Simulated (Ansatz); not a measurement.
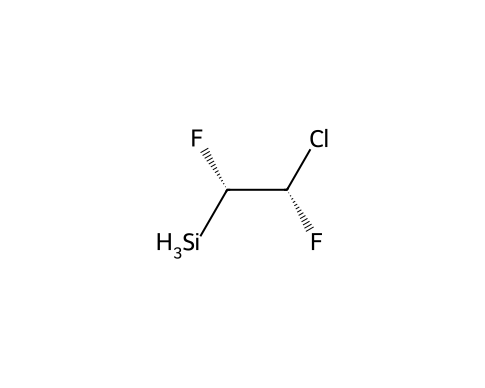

Structural formula above. Computed geometry: PBE0-D4/def2-TZVP optimisation. No frequency run is at hand to confirm it as a minimum.

What does the molecule look like in three dimensions?

Formula C2H5ClF2Si. Its SMILES string is `F[C@@H]([SiH3])[C@@H](F)Cl`. It has no ring. Among its groups: C–F bond, C–Cl bond, Si–H bond. The point group is C1. Coordination: 2 C tetrahedral; 1 Si tetrahedral.

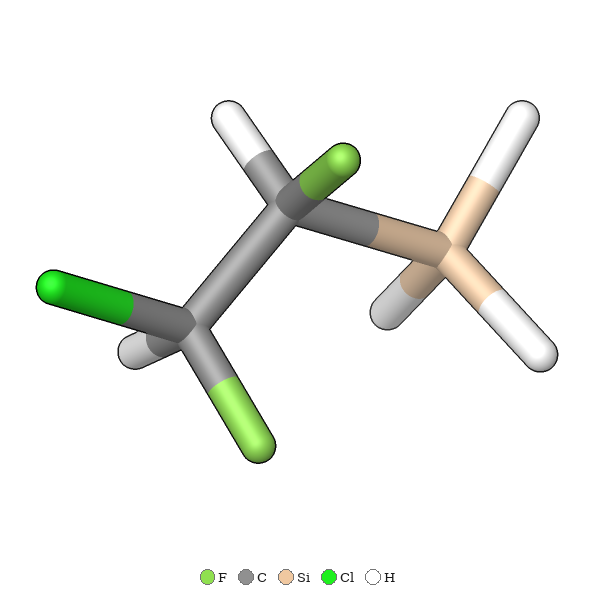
